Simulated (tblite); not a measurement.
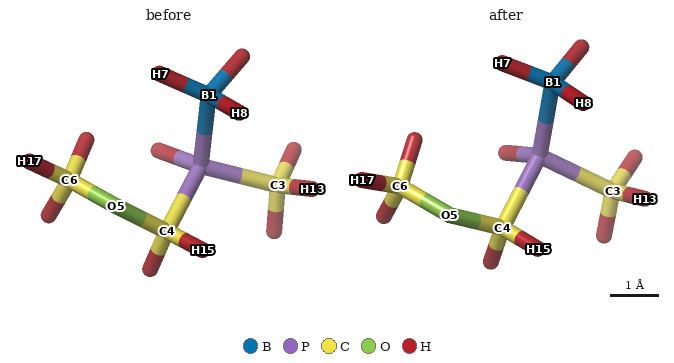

The structure of C₃H₁₂BOP before (left) and after (right) a relaxation, at one scale.

A stick model, seen at a tilt.

Computed with tblite, GFN2-xTB geometry optimisation, gas phase. 

Describe what moved and what it gained.

Answer. The atom that moves furthest after the best rigid fit is an H atom (0.42 Å). By element the largest moves are H 0.42 Å, B 0.31 Å, P 0.23 Å, O 0.20 Å, C 0.19 Å. Some distances before and after: C–P 1.818 → 1.869 Å, C–O 1.364 → 1.405 Å, C–P 1.793 → 1.833 Å, C–H 1.126 → 1.089 Å. Among the angles between lasting bonds that change: C–P–H 112.0° → 98.2°, B–P–H 108.6° → 121.6°, C–P–C 111.3° → 99.5°. The energy falls by 17.0 kcal/mol in 80 geometry steps. The run took 0.98 s on 1 thread of AMD EPYC, with other jobs on the host.
